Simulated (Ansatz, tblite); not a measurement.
# The cluster SiSe₂: rung by rung

How do method and basis change the picture of the cluster SiSe₂ (singlet)?

The runs use Ansatz 0.2.0, Gaussian basis; as each input shows.

Plan: GFN1-xTB, GFN2-xTB, PBE-D4/def2-TZVP, r2SCAN-D4/def2-TZVP, LDA/def2-TZVP, CAM-B3LYP-D4/def2-TZVP, r2SCAN0-D4/def2-TZVP, BHLYP-D4/def2-TZVP, revPBE-D4/def2-TZVP, PBE-D4/def2-SVP, PBE0-D4/def2-SVP, HF/6-31G, B3LYP-D4/6-31G, PBE0-D4/def2-TZVPD, PBE-D4/def2-TZVPD, r2SCAN-D4/def2-TZVPD, CCSD(T)/def2-TZVPP, MP2/def2-TZVP, RPA/def2-TZVP.

### 1 The relaxed structure

The geometry is that of the singlet, from an earlier relaxation (PBE-D4/def2-TZVP). At that level it is the lowest of the isomers that a small search found.

3 atoms, charge 0, spin multiplicity 1.

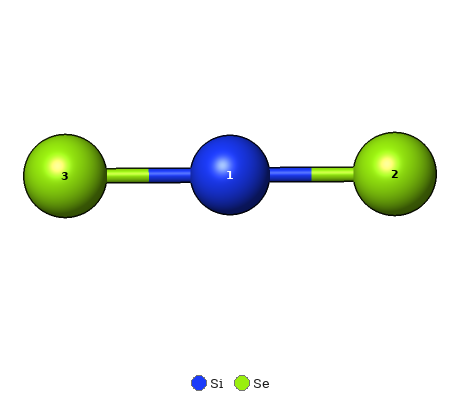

The geometry (silicon blue, selenium green); atoms are numbered from 1 in the order of the file.

PBE0-D4/def2-TZVP was run before; its log isn't repeated, and its numbers join the tables.

### 2 GFN1-xTB

Tight binding, by tblite at 300 K electronic temperature and without a spin-polarisation term:

```python
tblite.interface.Calculator('GFN1-xTB', numbers, positions, charge=0, uhf=0).singlepoint()
```

Energy -234.2039 eV, HOMO -10.45 eV, LUMO -5.93 eV; 0.003 s.

### 3 GFN2-xTB

Tight binding, by tblite at 300 K electronic temperature and without a spin-polarisation term:

```python
tblite.interface.Calculator('GFN2-xTB', numbers, positions, charge=0, uhf=0).singlepoint()
```

Energy -221.9222 eV, HOMO -10.71 eV, LUMO -7.18 eV; 0.004 s.

### 4 PBE-D4/def2-TZVP

start.molden holds the orbitals of an earlier run on this state, given as this run's starting guess.

Contents of in.yaml:

```yaml
crystal:
  periodic: [false, false, false]
  atoms:
    - {symbol: Si, position_ang: [0.000014, -0.000002, 0.000004]}
    - {symbol: Se, position_ang: [-0.070747, -0.141252, 2.067844]}
    - {symbol: Se, position_ang: [0.070723, 0.141255, -2.067838]}
basis:
  gaussian: {orbitals: def2-TZVP, initial_orbitals: start.molden}
hamiltonian: {xc: pbe, dispersion: d4}
scf: {omitted_lower_state_checks: [starts]}
output: {forces: true, orbitals: {seedname: orbitals}}
```

Command:

```sh
$ ansatz run in.yaml --threads 4 --pin off --events-out ev --progress --plain --max-ram 3916MiB
```

The program printed:

```text
Functional definition: PBE
  name "PBE"
  cite "Perdew, Burke & Ernzerhof, Phys. Rev. Lett. 77, 3865 (1996) doi:10.1103/PhysRevLett.77.3865"
  parent pbe
  parameter kappa = 0.804
  parameter beta = 0.06672455060314922
  exchange = pbe_x(kappa = kappa, mu = beta*pi^2/3)
  correlation = pbe_c(beta = beta)
these checks for a lower state are left out or cut short: starts
1026 factors; their error is unknown
mean field evaluation 1: about -138555.0606 eV, gradient 1.2e1 eV
mean field evaluation 2: about -138555.1631 eV, gradient 1.4e-1 eV
mean field evaluation 4: about -138555.1067 eV, gradient 1.8e-4 eV
mean field evaluation 8: about -138555.1067 eV, gradient 1.8e-5 eV
mean field -138555.10670660 eV, -5091.8062554430 hartree, gradient 1.8e-5 eV, S^2 0.000000; 0 other end points of the search recorded, 0 dependent functions left out
the calculation of the forces begins
reference -138555.10673520 eV, -5091.8062564942 hartree; 41, 41 occupied and 92, 92 virtual orbitals, 1026 factors
Total energy: -138555.22200082 eV, -5091.8104924275 hartree
Atom 0 at     0.000014    -0.000002     0.000004 Å, force    -0.000046     0.000006    -0.000001 eV/Å
Atom 1 at    -0.070747    -0.141252     2.067844 Å, force     0.000296     0.000543    -0.007994 eV/Å
Atom 2 at     0.070723     0.141255    -2.067838 Å, force    -0.000251    -0.000549     0.007995 eV/Å
Dipole moment:     0.000005    -0.000001     0.000000 e Å
Checks for a lower state left out: starts
```

Wall time 1.1 s (4 threads of Arm Neoverse V1, shared host).

HOMO -6.56 eV, LUMO -3.26 eV.

### 5 r2SCAN-D4/def2-TZVP

Changes to in.yaml since step 4:

```diff
@@ -8,4 +8,4 @@
   gaussian: {orbitals: def2-TZVP, initial_orbitals: start.molden}
-hamiltonian: {xc: pbe, dispersion: d4}
+hamiltonian: {xc: r2scan, dispersion: d4}
 scf: {omitted_lower_state_checks: [starts]}
-output: {forces: true, orbitals: {seedname: orbitals}}
+output: {orbitals: {seedname: orbitals}}
```

The command is unchanged.

The program printed:

```text
Functional definition: r2SCAN
  name "r2SCAN"
  cite "Furness, Kaplan, Ning, Perdew & Sun, J. Phys. Chem. Lett. 11, 8208 (2020) doi:10.1021/acs.jpclett.0c02405"
  cite "Furness, Kaplan, Ning, Perdew & Sun, J. Phys. Chem. Lett. 11, 9248 (2020) doi:10.1021/acs.jpclett.0c03077"
  parent r2scan
  parameter k0 = 0.174
  parameter k1 = 0.065
  parameter a1 = 4.9479
  exchange = r2scan_x(k0 = k0, k1 = k1, a1 = a1)
  correlation = r2scan_c
these checks for a lower state are left out or cut short: starts
1026 factors; their error is unknown
mean field evaluation 1: about -138577.2902 eV, gradient 9.2e0 eV
mean field evaluation 2: about -138577.3328 eV, gradient 8.0e-2 eV
mean field evaluation 4: about -138577.2691 eV, gradient 7.8e-5 eV
mean field evaluation 8: about -138577.2691 eV, gradient 2.1e-5 eV
mean field -138577.26910984 eV, -5092.6207087400 hartree, gradient 2.1e-5 eV, S^2 0.000000; 0 other end points of the search recorded, 0 dependent functions left out
reference -138577.26911815 eV, -5092.6207090455 hartree; 41, 41 occupied and 92, 92 virtual orbitals, 1026 factors
Total energy: -138577.29191698 eV, -5092.6215468869 hartree
Checks for a lower state left out: starts
```

Run time: 2.1 s. Hardware: 4 threads of Arm Neoverse V1, shared host.

HOMO -6.85 eV, LUMO -3.10 eV.

### 6 LDA/def2-TZVP

Changes to in.yaml since step 5:

```diff
@@ -8,3 +8,3 @@
   gaussian: {orbitals: def2-TZVP, initial_orbitals: start.molden}
-hamiltonian: {xc: r2scan, dispersion: d4}
+hamiltonian: {xc: lda}
 scf: {omitted_lower_state_checks: [starts]}
```

Launched as before.

The program printed:

```text
Functional definition: SPW92
  name "SPW92"
  cite "Dirac, Proc. Camb. Phil. Soc. 26, 376 (1930) doi:10.1017/S0305004100016108"
  cite "Slater, Phys. Rev. 81, 385 (1951) doi:10.1103/PhysRev.81.385"
  cite "Perdew & Wang, Phys. Rev. B 45, 13244 (1992) doi:10.1103/PhysRevB.45.13244"
  exchange = slater_x
  correlation = pw_c
these checks for a lower state are left out or cut short: starts
1026 factors; their error is unknown
mean field evaluation 1: about -138361.1267 eV, gradient 3.3e1 eV
mean field evaluation 2: about -138361.4171 eV, gradient 4.8e-1 eV
mean field evaluation 4: about -138361.3627 eV, gradient 7.7e-2 eV
mean field -138361.36267913 eV, -5084.6862937579 hartree, gradient 8.8e-6 eV, S^2 0.000000; 0 other end points of the search recorded, 0 dependent functions left out
reference -138361.36270595 eV, -5084.6862947435 hartree; 41, 41 occupied and 92, 92 virtual orbitals, 1026 factors
Total energy: -138361.36270595 eV, -5084.6862947435 hartree
Checks for a lower state left out: starts
```

Run time: 0.55 s. Hardware: 4 threads of Arm Neoverse V1, shared host.

From the report: HOMO -6.73 eV, LUMO -3.51 eV.

### 7 CAM-B3LYP-D4/def2-TZVP

Changes to in.yaml since step 6:

```diff
@@ -8,3 +8,3 @@
   gaussian: {orbitals: def2-TZVP, initial_orbitals: start.molden}
-hamiltonian: {xc: lda}
+hamiltonian: {xc: {name: CAM-B3LYP}, dispersion: d4}
 scf: {omitted_lower_state_checks: [starts]}
```

Launched as before.

The program printed, shortened:

```text
Functional definition: CAM-B3LYP
  name "CAM-B3LYP"
  cite "Yanai, Tew & Handy, Chem. Phys. Lett. 393, 51 (2004) doi:10.1016/j.cplett.2004.06.011"
  cite "Iikura, Tsuneda, Yanai & Hirao, J. Chem. Phys. 115, 3540 (2001) doi:10.1063/1.1383587"
  cite "Becke, Phys. Rev. A 38, 3098 (1988) doi:10.1103/PhysRevA.38.3098"
  cite "Lee, Yang & Parr, Phys. Rev. B 37, 785 (1988) doi:10.1103/PhysRevB.37.785"
  cite "Vosko, Wilk & Nusair, Can. J. Phys. 58, 1200 (1980) doi:10.1139/p80-159"
[...]
  # Exact exchange under (alpha + beta erf(omega r))/r, Becke's under what is left of 1/r.
[...]
1079 factors; their error is unknown
196 factors; integrals over basis functions are off by at most 5.9e-5 eV
[...]
mean field -138585.09771232 eV, -5092.9084045746 hartree, gradient 1.4e-5 eV, S^2 0.000000; 0 other end points of the search recorded, 0 dependent functions left out
reference -138585.09780835 eV, -5092.9084081036 hartree; 41, 41 occupied and 92, 92 virtual orbitals, 1079 factors
Total energy: -138585.20391568 eV, -5092.9123074762 hartree
Checks for a lower state left out: starts
```

It took 1.6 s on 4 threads of Arm Neoverse V1, shared host.

Report: HOMO -8.73 eV, LUMO -1.42 eV.

### 8 r2SCAN0-D4/def2-TZVP

Changes to in.yaml since step 7:

```diff
@@ -8,3 +8,3 @@
   gaussian: {orbitals: def2-TZVP, initial_orbitals: start.molden}
-hamiltonian: {xc: {name: CAM-B3LYP}, dispersion: d4}
+hamiltonian: {xc: {name: r2SCAN0}, dispersion: d4}
 scf: {omitted_lower_state_checks: [starts]}
```

Launched as before.

The program printed, shortened:

```text
Functional definition: r2SCAN0
  name "r2SCAN0"
  cite "Bursch, Neugebauer, Ehlert & Grimme, J. Chem. Phys. 156, 134105 (2022) doi:10.1063/5.0086040"
  cite "Furness, Kaplan, Ning, Perdew & Sun, J. Phys. Chem. Lett. 11, 8208 (2020) doi:10.1021/acs.jpclett.0c02405"
  cite "Furness, Kaplan, Ning, Perdew & Sun, J. Phys. Chem. Lett. 11, 9248 (2020) doi:10.1021/acs.jpclett.0c03077"
  parent r2scan
[...]
1092 factors; their error is unknown
[...]
mean field -138576.59547035 eV, -5092.5959529453 hartree, gradient 9.5e-6 eV, S^2 0.000000; 0 other end points of the search recorded, 0 dependent functions left out
reference -138576.59547699 eV, -5092.5959531894 hartree; 41, 41 occupied and 92, 92 virtual orbitals, 1092 factors
Total energy: -138576.62554001 eV, -5092.5970579851 hartree
Checks for a lower state left out: starts
```

It took 2.8 s on 4 threads of Arm Neoverse V1, shared host.

From the report: HOMO -7.79 eV, LUMO -2.38 eV.

### 9 BHLYP-D4/def2-TZVP

Changes to in.yaml since step 8:

```diff
@@ -8,3 +8,3 @@
   gaussian: {orbitals: def2-TZVP, initial_orbitals: start.molden}
-hamiltonian: {xc: {name: r2SCAN0}, dispersion: d4}
+hamiltonian: {xc: {name: BHLYP}, dispersion: d4}
 scf: {omitted_lower_state_checks: [starts]}
```

Launched as before.

The program printed:

```text
Functional definition: BHLYP
  name "BHLYP"
  cite "Becke, J. Chem. Phys. 98, 1372 (1993) doi:10.1063/1.464304"
  cite "Becke, Phys. Rev. A 38, 3098 (1988) doi:10.1103/PhysRevA.38.3098"
  cite "Lee, Yang & Parr, Phys. Rev. B 37, 785 (1988) doi:10.1103/PhysRevB.37.785"
  parameter a = 0.5
  exchange = (1 - a)*b88_x + a*exact_x
  correlation = lyp_c
these checks for a lower state are left out or cut short: starts
1208 factors; their error is unknown
mean field evaluation 1: about -138575.7813 eV, gradient 1.1e1 eV
mean field evaluation 2: about -138575.8505 eV, gradient 1.4e-1 eV
mean field evaluation 4: about -138577.6456 eV, gradient 1.3e-3 eV
mean field evaluation 8: about -138577.6456 eV, gradient 1.8e-5 eV
mean field -138577.64564160 eV, -5092.6345460268 hartree, gradient 1.8e-5 eV, S^2 0.000000; 0 other end points of the search recorded, 0 dependent functions left out
reference -138577.64577554 eV, -5092.6345509491 hartree; 41, 41 occupied and 92, 92 virtual orbitals, 1208 factors
Total energy: -138577.84436632 eV, -5092.6418490258 hartree
Checks for a lower state left out: starts
```

Run time: 1.5 s. Hardware: 4 threads of Arm Neoverse V1, shared host.

From the report: HOMO -8.44 eV, LUMO -1.53 eV.

### 10 revPBE-D4/def2-TZVP

Changes to in.yaml since step 9:

```diff
@@ -8,3 +8,3 @@
   gaussian: {orbitals: def2-TZVP, initial_orbitals: start.molden}
-hamiltonian: {xc: {name: BHLYP}, dispersion: d4}
+hamiltonian: {xc: {name: revPBE}, dispersion: d4}
 scf: {omitted_lower_state_checks: [starts]}
```

Launched as before.

The program printed:

```text
Functional definition: revPBE
  name "revPBE"
  cite "Zhang & Yang, Phys. Rev. Lett. 80, 890 (1998) doi:10.1103/PhysRevLett.80.890"
  cite "Perdew, Burke & Ernzerhof, Phys. Rev. Lett. 77, 3865 (1996) doi:10.1103/PhysRevLett.77.3865"
  parameter kappa = 1.245
  parameter beta = 0.06672455060314922
  exchange = pbe_x(kappa = kappa, mu = beta*pi^2/3)
  correlation = pbe_c(beta = beta)
these checks for a lower state are left out or cut short: starts
1026 factors; their error is unknown
mean field evaluation 1: about -138566.1844 eV, gradient 1.1e1 eV
mean field evaluation 2: about -138566.2592 eV, gradient 1.1e-1 eV
mean field evaluation 4: about -138566.2025 eV, gradient 1.3e-4 eV
mean field evaluation 8: about -138566.2025 eV, gradient 2.0e-5 eV
mean field -138566.20254528 eV, -5092.2140199937 hartree, gradient 2.0e-5 eV, S^2 0.000000; 0 other end points of the search recorded, 0 dependent functions left out
reference -138566.20258109 eV, -5092.2140213096 hartree; 41, 41 occupied and 92, 92 virtual orbitals, 1026 factors
Total energy: -138566.44411012 eV, -5092.2228973376 hartree
Checks for a lower state left out: starts
```

Wall time 0.9 s (4 threads of Arm Neoverse V1, shared host).

From the report: HOMO -6.51 eV, LUMO -3.17 eV.

### 11 PBE-D4/def2-SVP

Changes to in.yaml since step 10:

```diff
@@ -7,4 +7,4 @@
 basis:
-  gaussian: {orbitals: def2-TZVP, initial_orbitals: start.molden}
-hamiltonian: {xc: {name: revPBE}, dispersion: d4}
+  gaussian: {orbitals: def2-SVP, initial_orbitals: start.molden}
+hamiltonian: {xc: pbe, dispersion: d4}
 scf: {omitted_lower_state_checks: [starts]}
```

Launched as before.

The program printed:

```text
Functional definition: PBE
  name "PBE"
  cite "Perdew, Burke & Ernzerhof, Phys. Rev. Lett. 77, 3865 (1996) doi:10.1103/PhysRevLett.77.3865"
  parent pbe
  parameter kappa = 0.804
  parameter beta = 0.06672455060314922
  exchange = pbe_x(kappa = kappa, mu = beta*pi^2/3)
  correlation = pbe_c(beta = beta)
these checks for a lower state are left out or cut short: starts
888 factors; their error is unknown
mean field evaluation 1: about -138536.4063 eV, gradient 1.0e1 eV
mean field evaluation 2: about -138536.5462 eV, gradient 1.5e-1 eV
mean field evaluation 4: about -138536.3364 eV, gradient 2.2e-4 eV
mean field evaluation 8: about -138536.3364 eV, gradient 6.7e-6 eV
mean field -138536.33642579 eV, -5091.1164603462 hartree, gradient 6.7e-6 eV, S^2 0.000000; 0 other end points of the search recorded, 0 dependent functions left out
reference -138536.33645050 eV, -5091.1164612544 hartree; 41, 41 occupied and 41, 41 virtual orbitals, 888 factors
Total energy: -138536.45171612 eV, -5091.1206971878 hartree
Checks for a lower state left out: starts
```

Wall time 0.55 s (4 threads of Arm Neoverse V1, shared host).

Report: HOMO -6.46 eV, LUMO -3.10 eV.

### 12 PBE0-D4/def2-SVP

Changes to in.yaml since step 11:

```diff
@@ -8,3 +8,3 @@
   gaussian: {orbitals: def2-SVP, initial_orbitals: start.molden}
-hamiltonian: {xc: pbe, dispersion: d4}
+hamiltonian: {xc: pbe0, dispersion: d4}
 scf: {omitted_lower_state_checks: [starts]}
```

The command is unchanged.

The program printed, shortened:

```text
Functional definition: PBE0
  name "PBE0"
  cite "Adamo & Barone, J. Chem. Phys. 110, 6158 (1999) doi:10.1063/1.478522"
  cite "Perdew, Burke & Ernzerhof, Phys. Rev. Lett. 77, 3865 (1996) doi:10.1103/PhysRevLett.77.3865"
  parent pbe
[...]
780 factors; integrals over basis functions are off by at most 7.0e-4 eV
[...]
mean field -138540.97808605 eV, -5091.2870382145 hartree, gradient 1.1e-5 eV, S^2 0.000000; 0 other end points of the search recorded, 0 dependent functions left out
reference -138540.97810456 eV, -5091.2870388950 hartree; 41, 41 occupied and 41, 41 virtual orbitals, 780 factors
Total energy: -138541.07728826 eV, -5091.2906838286 hartree
Checks for a lower state left out: starts
```

Run time: 0.85 s. Hardware: 4 threads of Arm Neoverse V1, shared host.

From the report: HOMO -7.54 eV, LUMO -2.34 eV.

### 13 HF/6-31G

Changes to in.yaml since step 12:

```diff
@@ -7,4 +7,4 @@
 basis:
-  gaussian: {orbitals: def2-SVP, initial_orbitals: start.molden}
-hamiltonian: {xc: pbe0, dispersion: d4}
+  gaussian: {orbitals: 6-31G}
+hamiltonian: {xc: hf}
 scf: {omitted_lower_state_checks: [starts]}
```

Launched as before.

The program printed:

```text
Functional definition: HF
  name "HF"
  cite "Fock, Z. Phys. 61, 126 (1930) doi:10.1007/BF01340294"
  parent pbe
  exchange = exact_x
  correlation = 0
these checks for a lower state are left out or cut short: starts
644 factors; integrals over basis functions are off by at most 2.4e-4 eV
mean field evaluation 1: about -138446.4564 eV, gradient 2.0e1 eV
mean field evaluation 2: about -138446.4803 eV, gradient 2.0e1 eV
mean field evaluation 4: about -138448.0711 eV, gradient 1.6e0 eV
mean field evaluation 8: about -138448.0793 eV, gradient 7.7e-2 eV
mean field -138448.07928752 eV, -5087.8730703377 hartree, gradient 9.9e-6 eV, S^2 0.000000; 0 other end points of the search recorded, 0 dependent functions left out
reference -138448.07928752 eV, -5087.8730703377 hartree; 41, 41 occupied and 30, 30 virtual orbitals, 644 factors
Total energy: -138448.07928752 eV, -5087.8730703377 hartree
Checks for a lower state left out: starts
```

It took 0.4 s on 4 threads of Arm Neoverse V1, shared host.

From the report: HOMO -9.69 eV, LUMO 0.15 eV.

### 14 B3LYP-D4/6-31G

Changes to in.yaml since step 13:

```diff
@@ -8,3 +8,3 @@
   gaussian: {orbitals: 6-31G}
-hamiltonian: {xc: hf}
+hamiltonian: {xc: {name: B3LYP}, dispersion: d4}
 scf: {omitted_lower_state_checks: [starts]}
```

The command is unchanged.

The program printed, shortened:

```text
Functional definition: B3LYP
  name "B3LYP"
  cite "Stephens, Devlin, Chabalowski & Frisch, J. Phys. Chem. 98, 11623 (1994) doi:10.1021/j100096a001"
  cite "Becke, Phys. Rev. A 38, 3098 (1988) doi:10.1103/PhysRevA.38.3098"
  cite "Lee, Yang & Parr, Phys. Rev. B 37, 785 (1988) doi:10.1103/PhysRevB.37.785"
  cite "Vosko, Wilk & Nusair, Can. J. Phys. 58, 1200 (1980) doi:10.1139/p80-159"
[...]
644 factors; integrals over basis functions are off by at most 2.4e-4 eV
[...]
mean field -138558.95397550 eV, -5091.9476399674 hartree, gradient 7.0e-5 eV, S^2 0.000000; 0 other end points of the search recorded, 0 dependent functions left out
reference -138558.95418336 eV, -5091.9476476059 hartree; 41, 41 occupied and 30, 30 virtual orbitals, 644 factors
Total energy: -138559.14736688 eV, -5091.9547469696 hartree
Checks for a lower state left out: starts
```

Run time: 0.7 s. Hardware: 4 threads of Arm Neoverse V1, shared host.

HOMO -7.26 eV, LUMO -2.70 eV.

### 15 PBE0-D4/def2-TZVPD

Changes to in.yaml since step 14:

```diff
@@ -7,4 +7,4 @@
 basis:
-  gaussian: {orbitals: 6-31G}
-hamiltonian: {xc: {name: B3LYP}, dispersion: d4}
+  gaussian: {orbitals: def2-TZVPD, initial_orbitals: start.molden}
+hamiltonian: {xc: pbe0, dispersion: d4}
 scf: {omitted_lower_state_checks: [starts]}
```

Same command.

The program printed:

```text
Functional definition: PBE0
  name "PBE0"
  cite "Adamo & Barone, J. Chem. Phys. 110, 6158 (1999) doi:10.1063/1.478522"
  cite "Perdew, Burke & Ernzerhof, Phys. Rev. Lett. 77, 3865 (1996) doi:10.1103/PhysRevLett.77.3865"
  parent pbe
  parameter a = 0.25
  parameter kappa = 0.804
  parameter beta = 0.06672455060314922
  exchange = (1 - a)*pbe_x(kappa = kappa, mu = beta*pi^2/3) + a*exact_x
  correlation = pbe_c(beta = beta)
these checks for a lower state are left out or cut short: starts
1202 factors; their error is unknown
mean field evaluation 1: about -138559.1582 eV, gradient 1.1e1 eV
mean field evaluation 2: about -138559.1807 eV, gradient 6.8e-2 eV
mean field evaluation 4: about -138559.7617 eV, gradient 1.6e-4 eV
mean field evaluation 8: about -138559.7617 eV, gradient 1.4e-5 eV
mean field -138559.76169200 eV, -5091.9773230014 hartree, gradient 1.4e-5 eV, S^2 0.000000; 0 other end points of the search recorded, 0 dependent functions left out
reference -138559.76172964 eV, -5091.9773243844 hartree; 41, 41 occupied and 116, 116 virtual orbitals, 1202 factors
Total energy: -138559.86091333 eV, -5091.9809693180 hartree
Checks for a lower state left out: starts
```

Wall time 2.1 s (4 threads of Arm Neoverse V1, shared host).

Report: HOMO -7.61 eV, LUMO -2.53 eV.

### 16 PBE-D4/def2-TZVPD

Changes to in.yaml since step 15:

```diff
@@ -8,3 +8,3 @@
   gaussian: {orbitals: def2-TZVPD, initial_orbitals: start.molden}
-hamiltonian: {xc: pbe0, dispersion: d4}
+hamiltonian: {xc: pbe, dispersion: d4}
 scf: {omitted_lower_state_checks: [starts]}
```

Launched as before.

The program printed:

```text
Functional definition: PBE
  name "PBE"
  cite "Perdew, Burke & Ernzerhof, Phys. Rev. Lett. 77, 3865 (1996) doi:10.1103/PhysRevLett.77.3865"
  parent pbe
  parameter kappa = 0.804
  parameter beta = 0.06672455060314922
  exchange = pbe_x(kappa = kappa, mu = beta*pi^2/3)
  correlation = pbe_c(beta = beta)
these checks for a lower state are left out or cut short: starts
1121 factors; their error is unknown
mean field evaluation 1: about -138555.0236 eV, gradient 1.7e1 eV
mean field evaluation 2: about -138555.1510 eV, gradient 2.3e-1 eV
mean field evaluation 4: about -138555.1318 eV, gradient 3.6e-2 eV
mean field -138555.13184765 eV, -5091.8071793596 hartree, gradient 1.6e-5 eV, S^2 0.000000; 0 other end points of the search recorded, 0 dependent functions left out
reference -138555.13190101 eV, -5091.8071813205 hartree; 41, 41 occupied and 116, 116 virtual orbitals, 1121 factors
Total energy: -138555.24716662 eV, -5091.8114172538 hartree
Checks for a lower state left out: starts
```

It took 1.6 s on 4 threads of Arm Neoverse V1, shared host.

From the report: HOMO -6.58 eV, LUMO -3.32 eV.

### 17 r2SCAN-D4/def2-TZVPD

Changes to in.yaml since step 16:

```diff
@@ -8,3 +8,3 @@
   gaussian: {orbitals: def2-TZVPD, initial_orbitals: start.molden}
-hamiltonian: {xc: pbe, dispersion: d4}
+hamiltonian: {xc: r2scan, dispersion: d4}
 scf: {omitted_lower_state_checks: [starts]}
```

Launched as before.

The program printed:

```text
Functional definition: r2SCAN
  name "r2SCAN"
  cite "Furness, Kaplan, Ning, Perdew & Sun, J. Phys. Chem. Lett. 11, 8208 (2020) doi:10.1021/acs.jpclett.0c02405"
  cite "Furness, Kaplan, Ning, Perdew & Sun, J. Phys. Chem. Lett. 11, 9248 (2020) doi:10.1021/acs.jpclett.0c03077"
  parent r2scan
  parameter k0 = 0.174
  parameter k1 = 0.065
  parameter a1 = 4.9479
  exchange = r2scan_x(k0 = k0, k1 = k1, a1 = a1)
  correlation = r2scan_c
these checks for a lower state are left out or cut short: starts
1121 factors; their error is unknown
mean field evaluation 1: about -138577.2531 eV, gradient 1.5e1 eV
mean field evaluation 2: about -138577.3175 eV, gradient 1.5e-1 eV
mean field evaluation 4: about -138577.2910 eV, gradient 2.0e-4 eV
mean field evaluation 8: about -138577.2910 eV, gradient 1.2e-5 eV
mean field -138577.29096658 eV, -5092.6215119604 hartree, gradient 1.2e-5 eV, S^2 0.000000; 0 other end points of the search recorded, 0 dependent functions left out
reference -138577.29098489 eV, -5092.6215126334 hartree; 41, 41 occupied and 116, 116 virtual orbitals, 1121 factors
Total energy: -138577.31378372 eV, -5092.6223504748 hartree
Checks for a lower state left out: starts
```

Run time: 3 s. Hardware: 4 threads of Arm Neoverse V1, shared host.

From the report: HOMO -6.86 eV, LUMO -3.13 eV.

[end of part 1 of 2]
